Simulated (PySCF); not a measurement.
SMILES c1c(sc(c1)F)[Si](F)(F)F (C₄H₂F₄SSi), GFN2-xTB optimised geometry. Atoms within 1.6 Å of the plane z = 1.0 Å (x, y, z in Å): F1 (-1.85, -2.97, 0.00), C2 (-1.06, -1.90, 0.00), C3 (0.30, -1.90, 0.00), C4 (0.80, -0.58, 0.00), C5 (-0.17, 0.39, 0.00), Si6 (0.08, 2.22, 0.00), F7 (1.62, 2.60, -0.01), F8 (-0.54, 2.97, 1.25), S10 (-1.76, -0.32, 0.00), H11 (0.90, -2.79, 0.00), H12 (1.85, -0.35, 0.00).

Calculation: PBE/def2-TZVP (PySCF). Cells within 0.4 Å of a nucleus heavier than hydrogen are left out (blank, or x).

Map of the log10 of the electron density (e/bohr³), floored at −4 on the plane z = 1.0 Å:

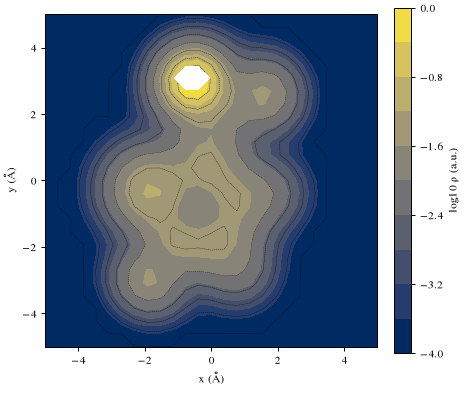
Figure. Log10 of the electron density (e/bohr³), floored at −4 on the plane z = 1.0 Å.
